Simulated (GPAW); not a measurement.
# Polarising a 7-layer slab of Li(110) with a field along the normal

The dipole of the cell at several fields, atoms fixed. What does the strongest field give, and what length does the slope stand for?

Set-up. GPAW 26.7.0, plane waves (400 eV), PAW setups, PBE, 11×11 mesh, a dipole layer in the vacuum; geometry relaxed without an applied field with GPAW. The cell's area is 8.61 Å², and e/ε0 = 180.95 V Å.

The runs, one held back:

| field (V/Å) | dipole (e Å) |
| --- | --- |
| −0.2 | −0.1789 |
| −0.1 | −0.0881 |
| −0.05 | −0.0428 |
| 0.05 | 0.0479 |
| 0.1 | 0.0933 |
| 0.2 | 0.1840 |
| 0.3 | ? |

**Question.** What is the dipole at 0.3 V/Å?

A: A line through the 6 points has the slope α = 0.907 e Å per V/Å and the intercept p₀ = 0.0026 e Å (r.m.s. residual 2.7e−05). At 0.3 V/Å it gives p = 0.0026 + 0.907 × 0.3 = 0.2747 e Å; the run gives 0.2749 e Å, so the response stays linear to 0.1 % of the induced part. Dividing by ε0 and the area: α/(ε0 A) = 0.907 × 180.95 / 8.61 = 19.06 Å, against 14.68 Å between the outer nuclei. A metal screens fully, so the excess of 4.38 Å puts the image planes about 2.19 Å outside the outer atoms on average.

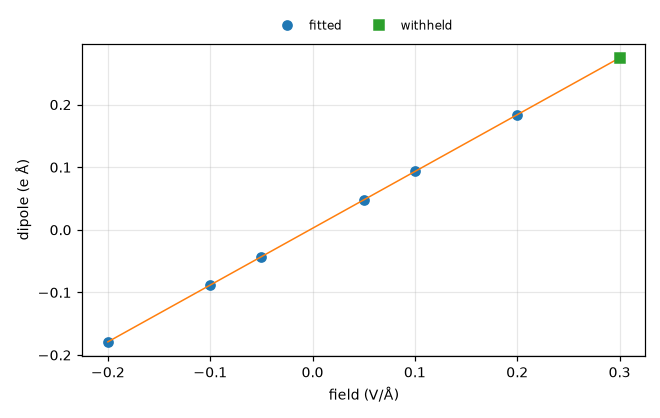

The line and the withheld run.

**Limits.** This is the electronic response alone; ions that move would add to it in polar layers. No run was spin-polarised, so magnetic states weren't tested.
